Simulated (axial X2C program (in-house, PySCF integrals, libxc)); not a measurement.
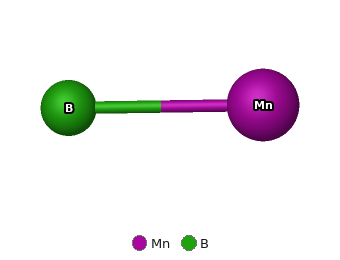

The molecule at the reference distance of 2.062 Å.

**MnB⁺: relativistic diatomic calculation**

MnB⁺, single determinant with M_S = 5/2 and |Λ| = 1. Computed at this level: PBE0, spin-free X2C-1e, Mn dyall-cv3z, B dyall-v3z (cores contracted) (axial X2C program (in-house, PySCF integrals, libxc)).

**Log**
```
spin-free X2C-1e  PBE0
basis functions 150  fitting functions 863  grid points 5078
iter        total energy     max residual
   1      -1182.590267738     6.06e-01
   2      -1182.767567402     8.18e-03
   3      -1182.765350084     2.09e-02
   4      -1182.768042908     2.06e-03
   5      -1182.768067595     1.24e-03
   6      -1182.768084341     1.21e-04
   7      -1182.768085011     1.30e-04
   8      -1182.768085601     5.20e-05
   9      -1182.768085678     1.44e-05
  10      -1182.768085682     3.95e-06
  11      -1182.768085682     7.64e-07
converged
one-electron -1684.90975225  Coulomb 526.19063189  exact exchange -13.75202905  xc functional -42.37605914  nuclear repulsion 32.07912287
```

**The points of the curve**

```csv
R (Å),E (hartree),"dipole (D; origin at the first atom, positive when the second is positive)",highest filled (eV),lowest empty (eV)
1.876,−1182.761402,0.62,−12.28,−9.66
1.938,−1182.765442,0.65,−12.02,−9.48
2.000,−1182.767529,0.70,−11.80,−9.32
2.062,−1182.768086,0.75,−11.60,−9.17
2.134,−1182.767252,0.83,−11.40,−9.02
2.206,−1182.765255,0.93,−11.22,−8.89
2.299,−1182.761566,1.08,−11.04,−8.76
```

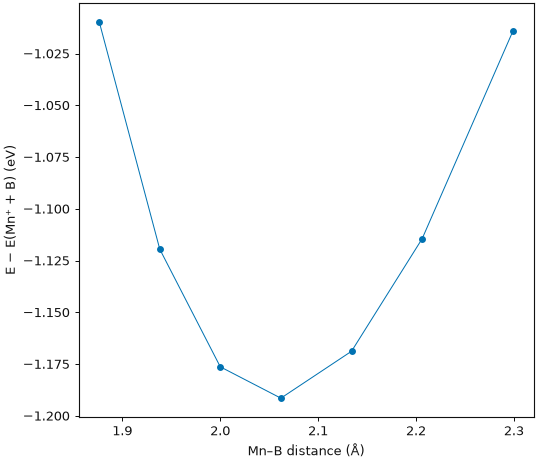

Energy at 7 bond lengths, for one set of occupations held fixed; the line joins the points. A polynomial of degree 5 through 7 points gives rₑ = 2.057 Å, ωₑ = 504.7 cm⁻¹, ωₑxₑ = 4.2 cm⁻¹ and Bₑ = 0.4343 cm⁻¹. The minimum lies 1.19 eV below Mn⁺ + B, each computed as one determinant at the same level.

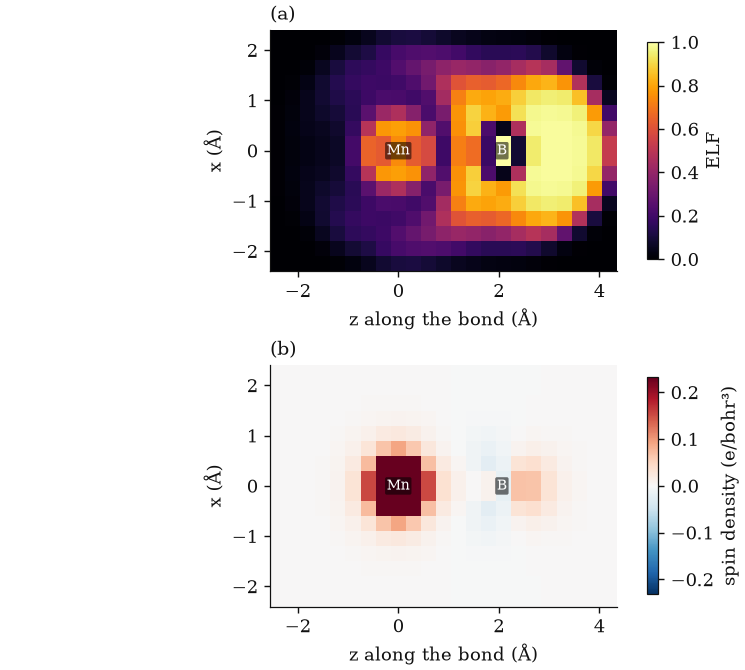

(a) electron localisation function; (b) spin density, in a plane that holds the axis, at 2.06 Å, on points 0.3 Å apart (one half computed, the other mirrored); the structure near the nuclei is finer than these points.

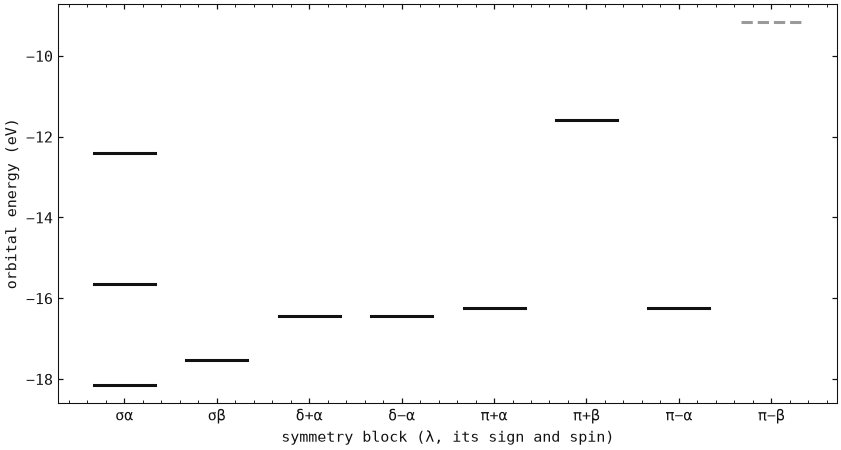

Orbital energies near the frontier at 2.06 Å, filled (solid) and empty (dashed); a label such as π−α means λ = −1 and α spin. The highest filled orbital (π+β; 50 % B p, 44 % Mn d) lies at −11.60 eV, the lowest empty one (π−β; 58 % B p, 35 % Mn d) at −9.17 eV.

**Input**
```
{"zs": [25, 5], "q": 1, "bas": ["dyall-cv3z", "dyall-v3z"], "levels": ["PBE0", "HF", "PBEsol"], "cc": true, "r0": 2.04, "thr": -2.0, "nmax": 90, "npts": 10, "nst": 2, "ntry": 6}
```

The line is the task of a batch: nuclear charges, charge, bases, the levels to run, a first guess of the distance and further settings. This report covers PBE0 without spin-orbit coupling. The log is that of the reference distance 2.062 Å.

The run was one of a batch that the task file lists, launched with:
```bash
python <driver script> task.json out
```

**Summary**

- outcome: converged
- bond length rₑ: 2.057 Å
- ωₑ: 504.7 cm⁻¹
- energy at the minimum: −1182.76809 hartree
- depth below the fragments: 1.19 eV
- largest ⟨S²⟩ along the curve: 9.37
- hardware: 1 thread of Intel Xeon (Sapphire Rapids), 288 GiB of memory available, shared host
- wall time: 4.6 s

**Notes**

Caveats: 7 of the 10 points asked for were kept.
